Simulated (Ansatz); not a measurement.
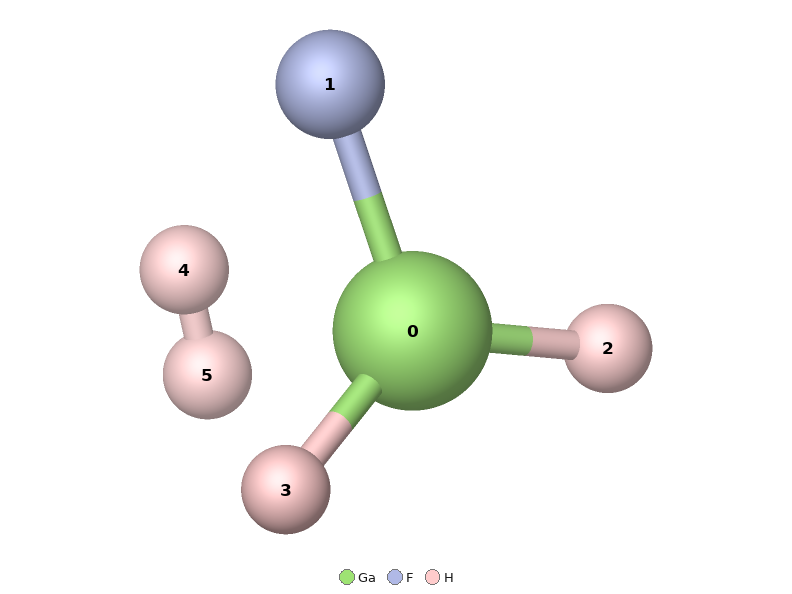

Starting geometry of the run. Atoms are numbered from 0, in the order of the input.

Input file:

```yaml
crystal:
  periodic: [false, false, false]
  atoms:
    - {symbol: Ga, position_ang: [-0.588708, -0.558438, -0.052326]}
    - {symbol: F, position_ang: [-0.103415, -0.711926, 1.637256]}
    - {symbol: H, position_ang: [0.159673, -1.521833, -1.018550]}
    - {symbol: H, position_ang: [-1.761995, 0.436167, -0.288933]}
    - {symbol: H, position_ang: [1.206000, 1.097837, 0.223760]}
    - {symbol: H, position_ang: [1.088544, 1.258394, -0.501208]}
basis:
  gaussian: {orbitals: def2-SVP}
hamiltonian: {xc: {name: wB97X-V}}
neb:
  images: 7
  climbing: false
  max_iterations: 25
  initial_path: idpp
  spring: 1.0
  final_atoms:
    - {symbol: Ga, position_ang: [-0.372464, -0.112312, -0.679914]}
    - {symbol: F, position_ang: [0.432969, -0.145029, 1.523106]}
    - {symbol: H, position_ang: [0.002668, -1.586534, -1.054464]}
    - {symbol: H, position_ang: [-1.847324, 0.299946, -0.349337]}
    - {symbol: H, position_ang: [1.076535, 0.518218, 1.450680]}
    - {symbol: H, position_ang: [0.707717, 1.025909, -0.890070]}
```

It was started with:

```sh
ansatz run in.yaml --threads 2 --pin off --events-out ev --progress --plain --max-ram 4352MiB
```

Result (its end):

```
mean field -55144.31850860 eV, -2026.5163270295 hartree, gradient 1.4e-6 eV, S^2 0.000000; 0 other end points of the search recorded, 0 dependent functions left out
the calculation of the forces begins
reference -55144.31850684 eV, -2026.5163269647 hartree; 22, 22 occupied and 44, 44 virtual orbitals, 696 factors
these checks for a lower state are left out or cut short: stability, starts, cluster_reference, orbital_swaps, neighbouring_geometries, increment
697 factors; integrals over basis functions are off by at most 1.0e-3 eV
201 factors; integrals over basis functions are off by at most 9.9e-7 eV
mean field -55144.33328393 eV, -2026.5168700130 hartree, gradient 1.2e-6 eV, S^2 0.000000; 0 other end points of the search recorded, 0 dependent functions left out
the calculation of the forces begins
reference -55144.33328217 eV, -2026.5168699481 hartree; 22, 22 occupied and 44, 44 virtual orbitals, 697 factors
NEB iter  11: max|band force component| = 2.536e-2 eV/Å  barrier→ = 0.9170 eV  barrier← = 0.3480 eV  Δτ_max = 0.0000 Å  (515 SCF iters)
Total energy: -55144.37306791 eV, -2026.5183320473 hartree
Atom 0 at    -0.407452    -0.259166    -0.377178 Å, force    -0.097988    -0.228528     0.353595 eV/Å
Atom 1 at     0.275276    -0.275068     1.459144 Å, force    -0.249486    -0.225417    -0.052276 eV/Å
Atom 2 at     0.146293    -1.479500    -1.160119 Å, force     0.048557     0.043772    -0.016014 eV/Å
Atom 3 at    -1.773691     0.475340    -0.429521 Å, force     0.039347     0.053176    -0.012371 eV/Å
Atom 4 at     0.845386     0.571969     0.691119 Å, force     0.108902     0.300911    -0.518456 eV/Å
Atom 5 at     0.914286     0.966626    -0.183446 Å, force     0.150668     0.056085     0.245522 eV/Å
Dipole moment:    -0.025945     0.084830    -0.295040 e Å
```

The run converged.
